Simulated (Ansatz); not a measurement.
# CH3BClFOSi: harmonic frequencies at the relaxed geometry from a Python script

Wanted for CH3BClFOSi: harmonic frequencies at the relaxed geometry.

Program: Ansatz 0.2.0 through its Python package. Level of theory: PBE/def2-SVP. These are calculated values, not measurements.

### Step 1. The structure

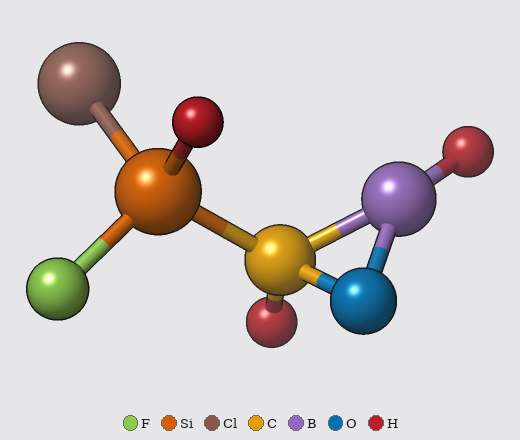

The starting structure, viewed from a chosen angle; fluorine green, silicon orange, chlorine brown, carbon amber, boron purple, oxygen blue, hydrogen red.

No structure file is read: the coordinates are typed or built in the script.

### Step 2. The script

freq.py reads:

```python
import warnings

import ansatz as az
from ase import Atoms
from ase.thermochemistry import IdealGasThermo
import numpy as np

warnings.simplefilter("ignore", az.DeckWarning)

atoms = Atoms(["F", "Si", "Cl", "C", "B", "O", "H", "H", "H"], positions=[
    [1.0359, -2.0117, -1.3516],
    [0.9473, -0.7647, -0.1855],
    [1.3653, -1.5982, 1.6672],
    [-0.6804, 0.0073, -0.1316],
    [-0.7782, 1.4951, 0.299],
    [-0.9131, 0.9814, -1.0798],
    [1.978, 0.2691, -0.5059],
    [-1.6369, -0.5828, 0.0287],
    [-1.2294, 2.1581, 1.2424],
])
geometry = az.Crystal.molecule_from_ase(atoms)

setup = (
    geometry.calculation()
    .basis(gaussian="def2-SVP")
    .functional("pbe")
)
symbols = [site.symbol for site in geometry.cartesian_sites]
start = np.array([site.position_ang for site in geometry.cartesian_sites], dtype=float)
report = setup.relax(force_tolerance=0.003).run(threads=1).report
end = np.array(report["positions_ang"])

print("bond        before    after (A)")
for i, j in [(0, 1), (1, 2), (1, 3), (1, 6), (3, 4), (3, 5), (3, 7), (4, 5), (4, 8)]:
    d0, d1 = (np.linalg.norm(xyz[i] - xyz[j]) for xyz in (start, end))
    print(f"{symbols[i]}{i}-{symbols[j]}{j}".ljust(10), f"{d0:8.4f} {d1:8.4f}")
for i, j, k in [(0, 1, 2), (0, 1, 3), (0, 1, 6), (2, 1, 3), (2, 1, 6), (3, 1, 6), (1, 3, 4), (1, 3, 5)]:
    u, v = end[i] - end[j], end[k] - end[j]
    print(f"angle {symbols[i]}{i}-{symbols[j]}{j}-{symbols[k]}{k}: {np.degrees(np.arccos(np.clip(u @ v / np.linalg.norm(u) / np.linalg.norm(v), -1, 1))):.2f} deg")

minimum = az.Crystal.molecule()
for symbol, xyz in zip(symbols, end):
    minimum = minimum.atom(symbol, xyz.tolist())
vibrating = minimum.calculation()
vibrating = vibrating.basis(gaussian="def2-SVP")
vibrating = vibrating.functional("pbe")
vibrating = vibrating.phonons(temperatures=(200, 600, 100))
vib = vibrating.run(threads=1).report["vibrations"]
sums = vib["harmonic_sums"]
modes = [m["omega_inv_cm"] for m in sums["modes_at_gamma"] if m["rigid_motion"] == "no"]
print("frequencies (1/cm):", " ".join(f"{w:.0f}" for w in modes))
print("imaginary modes:", sum(w < 0 for w in modes), " zero-point energy:", round(sums["zero_point_energy_ev"], 4), "eV")
gas = IdealGasThermo(vib_energies=[w / 8065.544 for w in modes if w > 0], geometry="linear" if len(modes) == 3 * len(symbols) - 5 else "nonlinear",
                     atoms=Atoms(symbols, positions=end), symmetrynumber=1, spin=0.0)
print(f"H(298 K) - E = {gas.get_enthalpy(298.15, verbose=False):.4f} eV")
print(f"S(298 K, 1 bar) = {96485.33 * gas.get_entropy(298.15, 1e5, verbose=False):.1f} J/(mol K) with symmetry number 1")
```

### Step 3. The input behind the calls

The engine receives this input (first run):

```yaml
crystal:
  periodic: [false, false, false]
  atoms:
    - { symbol: F, position_ang: [1.0359, -2.0117, -1.3516] }
    - { symbol: Si, position_ang: [0.9473, -0.7647, -0.1855] }
    - { symbol: Cl, position_ang: [1.3653, -1.5982, 1.6672] }
    - { symbol: C, position_ang: [-0.6804, 0.0073, -0.1316] }
    - { symbol: B, position_ang: [-0.7782, 1.4951, 0.299] }
    - { symbol: O, position_ang: [-0.9131, 0.9814, -1.0798] }
    - { symbol: H, position_ang: [1.978, 0.2691, -0.5059] }
    - { symbol: H, position_ang: [-1.6369, -0.5828, 0.0287] }
    - { symbol: H, position_ang: [-1.2294, 2.1581, 1.2424] }
basis:
  gaussian:
    orbitals: def2-SVP
hamiltonian:
  xc: pbe
relax:
  f_tol: 0.003
```

### Step 4. The run

Launch:

```
> python freq.py
```

Standard output:

```text
bond        before    after (A)
F0-Si1       1.7096   1.6346
Si1-Cl2      2.0741   2.0697
Si1-C3       1.8023   1.8638
Si1-H6       1.4946   1.4930
C3-B4        1.5519   1.5369
C3-O5        1.3792   1.5494
C3-H7        1.1353   1.1081
B4-O5        1.4776   1.3342
B4-H8        1.2382   1.2025
angle F0-Si1-Cl2: 107.48 deg
angle F0-Si1-C3: 111.48 deg
angle F0-Si1-H6: 107.66 deg
angle Cl2-Si1-C3: 107.12 deg
angle Cl2-Si1-H6: 110.71 deg
angle C3-Si1-H6: 112.32 deg
angle Si1-C3-B4: 123.58 deg
angle Si1-C3-O5: 114.51 deg
frequencies (1/cm): 56 109 169 208 293 334 550 642 661 758 781 818 846 900 930 1091 1171 1411 2224 2683 3047
imaginary modes: 0  zero-point energy: 1.2201 eV
H(298 K) - E = 1.4436 eV
S(298 K, 1 bar) = 361.0 J/(mol K) with symmetry number 1
```

Wall time 2.3 min (1 thread of Intel Xeon Platinum 8488C (Sapphire Rapids), shared host); peak memory 0.33 GiB.

### Step 5. Inputs of later runs

The engine's inputs for the other runs:

Run 2, against run 1:

```diff
@@ -4,9 +4,9 @@
-    - { symbol: F, position_ang: [1.0359, -2.0117, -1.3516] }
-    - { symbol: Si, position_ang: [0.9473, -0.7647, -0.1855] }
-    - { symbol: Cl, position_ang: [1.3653, -1.5982, 1.6672] }
-    - { symbol: C, position_ang: [-0.6804, 0.0073, -0.1316] }
-    - { symbol: B, position_ang: [-0.7782, 1.4951, 0.299] }
-    - { symbol: O, position_ang: [-0.9131, 0.9814, -1.0798] }
-    - { symbol: H, position_ang: [1.978, 0.2691, -0.5059] }
-    - { symbol: H, position_ang: [-1.6369, -0.5828, 0.0287] }
-    - { symbol: H, position_ang: [-1.2294, 2.1581, 1.2424] }
+    - { symbol: F, position_ang: [1.0713796567726168, -1.8000097196544922, -1.4319613030824587] }
+    - { symbol: Si, position_ang: [0.9937576595069633, -0.7818691565424298, -0.15551384864717774] }
+    - { symbol: Cl, position_ang: [1.3660268694500401, -1.8937595614590998, 1.5500529793894051] }
+    - { symbol: C, position_ang: [-0.7092735368193928, -0.04760440153460704, 0.029234216714019986] }
+    - { symbol: B, position_ang: [-0.9687030323100666, 1.4482910712338217, 0.26837917234997044] }
+    - { symbol: O, position_ang: [-1.049199930949458, 1.0555867931202334, -1.0041694345924668] }
+    - { symbol: H, position_ang: [2.043953350879302, 0.2623029842379901, -0.34464305736331663] }
+    - { symbol: H, position_ang: [-1.553667171396345, -0.7511374282822472, 0.1706788566099466] }
+    - { symbol: H, position_ang: [-1.105773865133661, 2.461799418880832, 0.9008424186220778] }
@@ -18,2 +18,5 @@
-relax:
-  f_tol: 0.003
+phonons:
+  temperatures:
+    t_min: 200.0
+    t_max: 600.0
+    t_step: 100.0
```

Lines on the test bed's own set-up are left out of the output.

### Step 6. The engine's runs

The 2 runs, in the order started:

| run | kind of run | energy from run 1 (eV) | SCF cycles in all | CPU time (s) |
| --- | --- | --- | --- | --- |
| 1 | relaxation | 0.0000 | 119 | 42 |
| 2 | phonons | 0.0000 | 342 | 96 |

### Step 7. The relaxation of run 1, step by step

Step by step:

| step | E - E(step 1) (eV) | largest force component (eV/Å) |
| --- | --- | --- |
| 1 | 0.0000 | 4.9844 |
| 2 | -0.8049 | 2.0404 |
| 3 | -1.1046 | 1.0248 |
| 4 | -1.1378 | 0.2335 |
| 5 | -1.1448 | 0.2399 |
| 6 | -1.1481 | 0.0806 |
| 7 | -1.1492 | 0.0749 |
| 8 | -1.1503 | 0.0499 |
| 9 | -1.1513 | 0.0441 |
| 10 | -1.1516 | 0.0258 |
| 11 | -1.1516 | 0.0120 |
| 12 | -1.1516 | 0.0061 |
| 13 | -1.1516 | 0.0012 |

Step 1 is the start.

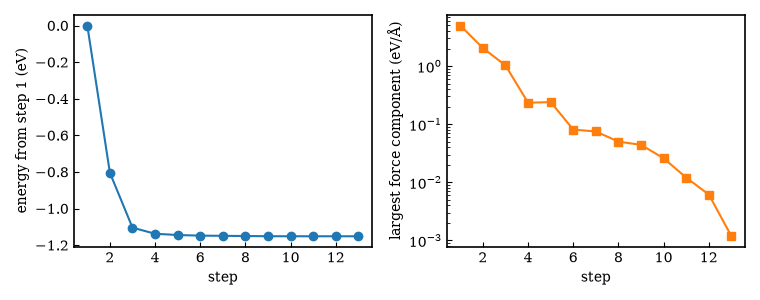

Energy and largest force along the relaxation.

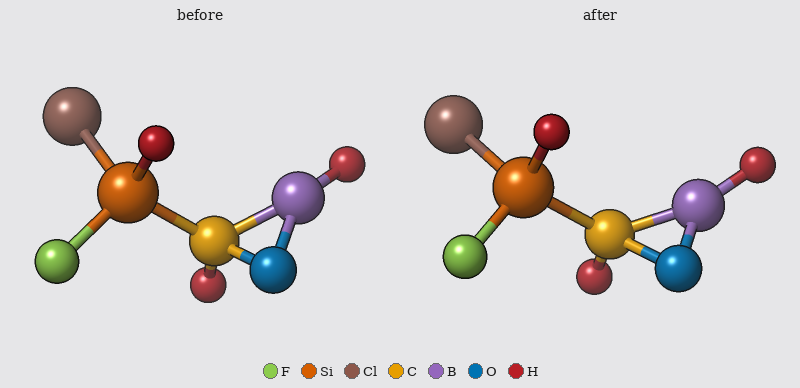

Before and after, at one scale.

Before: Bond lengths: F1–Si2 1.710 Å, Si2–Cl3 2.074 Å, Si2–C4 1.802 Å, C4–B5 1.552 Å, C4–O6 1.379 Å, B5–O6 1.478 Å, Si2–H7 1.495 Å, C4–H8 1.135 Å, B5–H9 1.238 Å. Angles (14 of 16 angles, heavy atoms first): F1–Si2–Cl3 107.8°, F1–Si2–C4 112.3°, Cl3–Si2–C4 109.1°, Si2–C4–B5 118.4°, Si2–C4–O6 115.7°, B5–C4–O6 60.2°, C4–B5–O6 54.1°, C4–O6–B5 65.7°, F1–Si2–H7 108.8°, Cl3–Si2–H7 109.3°, C4–Si2–H7 109.4°, Si2–C4–H8 122.9°, B5–C4–H8 114.0°, O6–C4–H8 108.8°.

After: Bond lengths: F1–Si2 1.635 Å, Si2–Cl3 2.070 Å, Si2–C4 1.864 Å, C4–B5 1.537 Å, C4–O6 1.549 Å, B5–O6 1.334 Å, Si2–H7 1.493 Å, C4–H8 1.108 Å, B5–H9 1.202 Å. Angles (14 of 16 angles, heavy atoms first): F1–Si2–Cl3 107.5°, F1–Si2–C4 111.5°, Cl3–Si2–C4 107.1°, Si2–C4–B5 123.6°, Si2–C4–O6 114.5°, B5–C4–O6 51.2°, C4–B5–O6 64.9°, C4–O6–B5 63.9°, F1–Si2–H7 107.7°, Cl3–Si2–H7 110.7°, C4–Si2–H7 112.3°, Si2–C4–H8 117.3°, B5–C4–H8 118.0°, O6–C4–H8 111.7°.

### Step 8. Vibrations

Frequencies (cm⁻¹; negative: imaginary): 56, 109, 169, 208, 293, 334, 550, 642, 661, 758, 781, 818, 846, 900, 930, 1091, 1171, 1411, 2224, 2683, 3047.

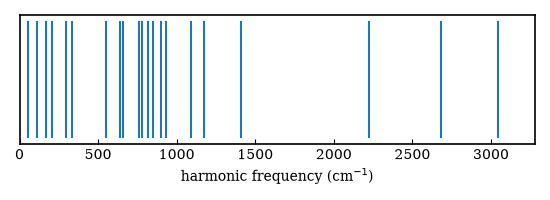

The harmonic frequencies as lines of equal height (no intensities).

### Step 9. Summary of results

```
                             quantity        value
                        runs compared            2
     moves of the relaxation of run 1           12
               energy gained in run 1     1.152 eV
last largest force component of run 1  0.0012 eV/Å
                    highest frequency    3047 cm⁻¹
                      imaginary modes            0
                    zero-point energy     1.220 eV
```

Run 1: After 12 moves the largest shift is 0.473 Å, of atom 9 (H). All frequencies are real, so the geometry is a minimum. The values are harmonic; measured fundamentals also hold anharmonic shifts, mostly downward for stretches. The frequencies are harmonic and unscaled, in a modest basis. The result belongs to the one conformer reached from this start, and soft torsions count as harmonic oscillators. The entropy takes a symmetry number of 1; a symmetric molecule's is lower by R ln(sigma).
